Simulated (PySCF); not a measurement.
# Be: dipole response in aug-cc-pCVTZ

How polarisable is Be at the levels listed below?

Program: PySCF 2.14.0. Level of theory: unrestricted determinants in a Gaussian basis, no spin-orbit coupling in the energies. These are calculated values, not measurements, unless marked.

### 1 Starting point

```
Element     : beryllium (Z = 4)
Basis       : aug-cc-pCVTZ (7s6p4d2f, 59 functions)
Hamiltonian : no relativity, point nucleus
State 1     : Be: [He] 2s2, closed-shell 1S
Methods     : UHF, PBE, PBE0, MN15, HSE06
```

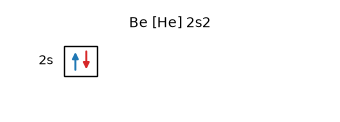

Outer shells as boxes.

The runs were made by one driver on top of PySCF. The scripts below sum up each run's settings (the driver also hands on starting orbitals that pick excited configurations, and frozen orbitals as a list rather than a count), and the logs come from the driver's own runs. The driver starts from symmetry-adapted Hartree-Fock orbitals, holds the occupation by maximum overlap and uses a logarithmic radial grid for functionals, so a plain start would take other cycles.

The integrals over 59 functions and the set-up took 0.16 s of CPU time.

### 2 Be: the ladder of methods

UHF:

Input file input.py:

```python
from pyscf import gto, scf, dft, mp, cc
import basis_set_exchange as bse
mol = gto.M(atom="Be 0 0 0", charge=0, spin=0, symmetry="D2h",
            basis=gto.basis.parse(bse.get_basis("aug-cc-pCVTZ", elements=["Be"], fmt="nwchem")))
mf = scf.UHF(mol)
mf.irrep_nelec = {'Ag': (2, 2)}
mf.kernel()
```

Standard output:

```text
damping factor = 0
level_shift factor = 0
DIIS = <class 'pyscf.scf.diis.CDIIS'>
diis_start_cycle = 1
diis_space = 10
diis_damp = 0
SCF conv_tol = 1e-09
SCF conv_tol_grad = None
number electrons alpha = 2  beta = 2
cycle= 1 E= -14.5728755532326  delta_E= -4.01e-10  |g|= 3.26e-06  |ddm|= 0.000126
converged SCF energy = -14.5728755532326  <S^2> = -2.220446e-15  2S+1 = 1
```

CPU time 0.87 s on a shared host, the integrals not counted.

The occupied shells:

```
shell  electrons  mean orbital energy (eV)  spread (eV)  rms radius (bohr)
   1s          2                   -128.78            0              0.483
   2s          2                    -8.416            0               2.90
```

⟨S²⟩ = 0.000, ⟨L²⟩ = 0.00.

The driver then solved the coupled dipole response at imaginary frequencies: mean α = 45.48 bohr³, C₆ = 281.9 au for a like pair.

PBE:

Changes to input.py:

```diff
@@ -4,3 +4,3 @@
             basis=gto.basis.parse(bse.get_basis("aug-cc-pCVTZ", elements=["Be"], fmt="nwchem")))
-mf = scf.UHF(mol)
+mf = dft.UKS(mol, xc="PBE")
 mf.irrep_nelec = {'Ag': (2, 2)}
```

Standard output:

```text
damping factor = 0
level_shift factor = 0
DIIS = <class 'pyscf.scf.diis.CDIIS'>
diis_start_cycle = 1
diis_space = 10
diis_damp = 0
SCF conv_tol = 1e-09
SCF conv_tol_grad = None
number electrons alpha = 2  beta = 2
XC functionals = PBE
    J. P. Perdew, K. Burke, and M. Ernzerhof.,  Phys. Rev. Lett. 77, 3865 (1996)
    J. P. Perdew, K. Burke, and M. Ernzerhof.,  Phys. Rev. Lett. 78, 1396 (1997)
    J. P. Perdew, K. Burke, and M. Ernzerhof.,  Phys. Rev. Lett. 77, 3865 (1996)
    J. P. Perdew, K. Burke, and M. Ernzerhof.,  Phys. Rev. Lett. 78, 1396 (1997)
cycle= 1 E= -14.6296214607454  delta_E= -0.00225  |g|= 0.00673  |ddm|= 0.294
cycle= 2 E= -14.6296366745131  delta_E= -1.52e-05  |g|= 0.000787  |ddm|= 0.0296
cycle= 3 E= -14.6296374111692  delta_E= -7.37e-07  |g|= 0.000173  |ddm|= 0.0062
cycle= 4 E= -14.6296374326672  delta_E= -2.15e-08  |g|= 5.98e-06  |ddm|= 0.000752
cycle= 5 E= -14.629637432686  delta_E= -1.87e-11  |g|= 1.76e-08  |ddm|= 2.68e-05
converged SCF energy = -14.629637432686  <S^2> = -3.9968029e-15  2S+1 = 1
```

CPU time 0.37 s on a shared host, the integrals not counted.

The driver then solved the coupled dipole response at imaginary frequencies: mean α = 42.68 bohr³, C₆ = 255.6 au for a like pair.

PBE0:

Changes to input.py:

```diff
@@ -4,3 +4,3 @@
             basis=gto.basis.parse(bse.get_basis("aug-cc-pCVTZ", elements=["Be"], fmt="nwchem")))
-mf = dft.UKS(mol, xc="PBE")
+mf = dft.UKS(mol, xc="PBE0")
 mf.irrep_nelec = {'Ag': (2, 2)}
```

Standard output:

```text
damping factor = 0
level_shift factor = 0
DIIS = <class 'pyscf.scf.diis.CDIIS'>
diis_start_cycle = 1
diis_space = 10
diis_damp = 0
SCF conv_tol = 1e-09
SCF conv_tol_grad = None
number electrons alpha = 2  beta = 2
XC functionals = PBE0
    C. Adamo and V. Barone.,  J. Chem. Phys. 110, 6158 (1999)
    M. Ernzerhof and G. E. Scuseria.,  J. Chem. Phys. 110, 5029 (1999)
cycle= 1 E= -14.6363999293961  delta_E= -0.00125  |g|= 0.00417  |ddm|= 0.284
cycle= 2 E= -14.6364013133089  delta_E= -1.38e-06  |g|= 0.000104  |ddm|= 0.0195
cycle= 3 E= -14.6364013197465  delta_E= -6.44e-09  |g|= 1.1e-05  |ddm|= 0.002
cycle= 4 E= -14.6364013198209  delta_E= -7.44e-11  |g|= 8.33e-07  |ddm|= 0.000209
converged SCF energy = -14.6364013198209  <S^2> = -4.4408921e-15  2S+1 = 1
```

CPU time 0.9 s on a shared host, the integrals not counted.

The driver then solved the coupled dipole response at imaginary frequencies: mean α = 42.77 bohr³, C₆ = 256.6 au for a like pair.

MN15:

Changes to input.py:

```diff
@@ -4,3 +4,3 @@
             basis=gto.basis.parse(bse.get_basis("aug-cc-pCVTZ", elements=["Be"], fmt="nwchem")))
-mf = dft.UKS(mol, xc="PBE0")
+mf = dft.UKS(mol, xc="MN15")
 mf.irrep_nelec = {'Ag': (2, 2)}
```

Standard output:

```text
damping factor = 0
level_shift factor = 0
DIIS = <class 'pyscf.scf.diis.CDIIS'>
diis_start_cycle = 1
diis_space = 10
diis_damp = 0
SCF conv_tol = 1e-09
SCF conv_tol_grad = None
number electrons alpha = 2  beta = 2
XC functionals = MN15
    H. S. Yu, X. He, S. L. Li, and D. G. Truhlar.,  Chem. Sci. 7, 5032-5051 (2016)
    H. S. Yu, X. He, S. L. Li, and D. G. Truhlar.,  Chem. Sci. 7, 5032-5051 (2016)
cycle= 1 E= -14.6643321573554  delta_E= -0.00674  |g|= 0.0371  |ddm|= 0.924
cycle= 2 E= -14.6645708944572  delta_E= -0.000239  |g|= 0.00609  |ddm|= 0.0605
cycle= 3 E= -14.6645883790164  delta_E= -1.75e-05  |g|= 0.000803  |ddm|= 0.0402
cycle= 4 E= -14.6645891686095  delta_E= -7.9e-07  |g|= 0.000198  |ddm|= 0.00297
cycle= 5 E= -14.6645892367494  delta_E= -6.81e-08  |g|= 7.3e-06  |ddm|= 0.00347
cycle= 6 E= -14.6645892368437  delta_E= -9.43e-11  |g|= 4.96e-07  |ddm|= 5.19e-05
converged SCF energy = -14.6645892368437  <S^2> = -4.4408921e-15  2S+1 = 1
```

CPU time 1.7 s on a shared host, the integrals not counted.

The driver then solved the coupled dipole response at imaginary frequencies: mean α = 45.04 bohr³, C₆ = 268.9 au for a like pair.

HSE06:

Changes to input.py:

```diff
@@ -4,3 +4,3 @@
             basis=gto.basis.parse(bse.get_basis("aug-cc-pCVTZ", elements=["Be"], fmt="nwchem")))
-mf = dft.UKS(mol, xc="MN15")
+mf = dft.UKS(mol, xc="HSE06")
 mf.irrep_nelec = {'Ag': (2, 2)}
```

Standard output:

```text
damping factor = 0
level_shift factor = 0
DIIS = <class 'pyscf.scf.diis.CDIIS'>
diis_start_cycle = 1
diis_space = 10
diis_damp = 0
SCF conv_tol = 1e-09
SCF conv_tol_grad = None
number electrons alpha = 2  beta = 2
XC functionals = HSE06
    J. Heyd, G. E. Scuseria, and M. Ernzerhof.,  J. Chem. Phys. 118, 8207 (2003)
    J. Heyd, G. E. Scuseria, and M. Ernzerhof.,  J. Chem. Phys. 124, 219906 (2006)
    A. V. Krukau, O. A. Vydrov, A. F. Izmaylov, and G. E. Scuseria.,  J. Chem. Phys. 125, 224106 (2006)
cycle= 1 E= -14.6387585521578  delta_E= -0.00128  |g|= 0.00403  |ddm|= 0.278
cycle= 2 E= -14.6387617693242  delta_E= -3.22e-06  |g|= 0.000205  |ddm|= 0.00655
cycle= 3 E= -14.6387618145726  delta_E= -4.52e-08  |g|= 4.11e-05  |ddm|= 0.00144
cycle= 4 E= -14.6387618155352  delta_E= -9.63e-10  |g|= 1.98e-06  |ddm|= 0.000112
converged SCF energy = -14.6387618155352  <S^2> = -4.4408921e-15  2S+1 = 1
```

CPU time 1 s on a shared host, the integrals not counted.

The driver then solved the coupled dipole response at imaginary frequencies: mean α = 42.86 bohr³, C₆ = 257.4 au for a like pair.

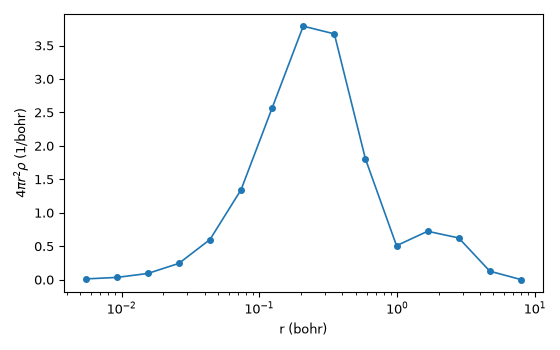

Radial density 4πr²ρ of Be at UHF, at 15 stored radii joined by straight lines.

### 3 The response side by side

Be, in atomic units:

```
method  mean α  C₆ (like pair)  S(−4)
   UHF   45.48           281.9   1413
   PBE   42.68           255.6   1258
  PBE0   42.77           256.6   1259
  MN15   45.04           268.9   1496
 HSE06   42.86           257.4   1264
```

Reference α: 37.74 ± 0.03 bohr³ (recommended; Schwerdtfeger and Nagle, table of static dipole polarizabilities (2023 update)). Published C₆: 227.0 (Chu and Dalgarno (2004); Tang, Norbeck and Certain (1976)).

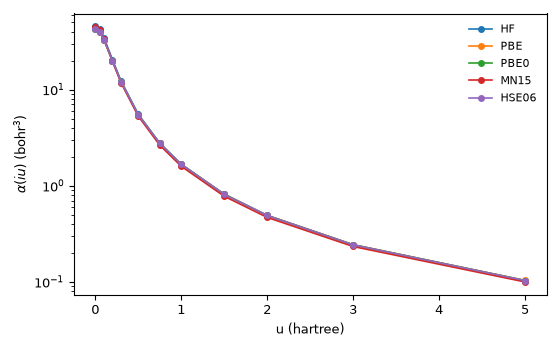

α(iu) of Be, the polarisability at imaginary frequency, on a logarithmic scale.

### 4 Results

| quantity | value |
| --- | --- |
| α of Be | 42.68 (PBE) to 45.48 (UHF) bohr³; reference 37.74 |

**Reading.** For Be PBE is nearest the reference (+13 %). All values hold for this basis alone; no basis-set limit was taken.
